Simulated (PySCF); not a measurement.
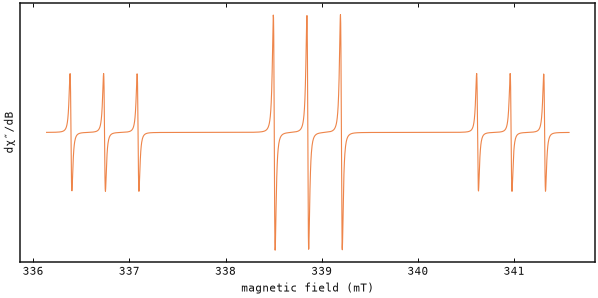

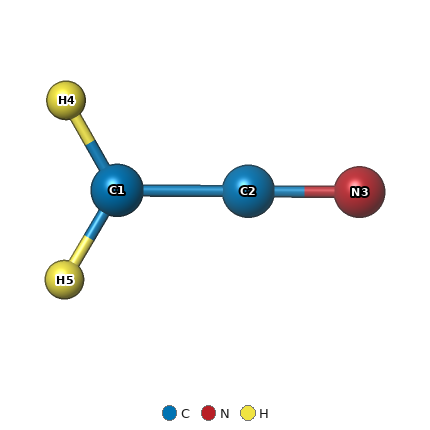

First-order isotropic EPR spectrum (fast tumbling, first derivative) of C₂H₂N (cyanomethyl), SMILES [CH2]C#N, doublet at 9.50 GHz, Lorentzian lines of 0.03 mT full width at half height, from computed g and hyperfine couplings (B3LYP/pcH-1 (IGLO-III on C and IGLO-III on N), PySCF, at a PBE0-D3(BJ)/def2-SVP geometry (no frequency check), gas phase); values of one conformer, averaged over methyl-type rotors alone; no vibrational averaging; dilute isotopes left out. The SMILES is one Lewis form and needn't show where the spin sits.

Which couplings does the calculation give? The spectrum shows the sizes of those above the line width, not their signs.

Answer.
```tsv
nuclei	isotope	a (mT)	a (MHz)
H4, H5	¹H	−2.11	−59.2
N3	¹⁴N	0.35	9.8
```

What is the g value, and how wide is the spectrum?

Answer. g_iso = 2.0031, which centres the spectrum at 338.9 mT; it spans 4.9 mT.
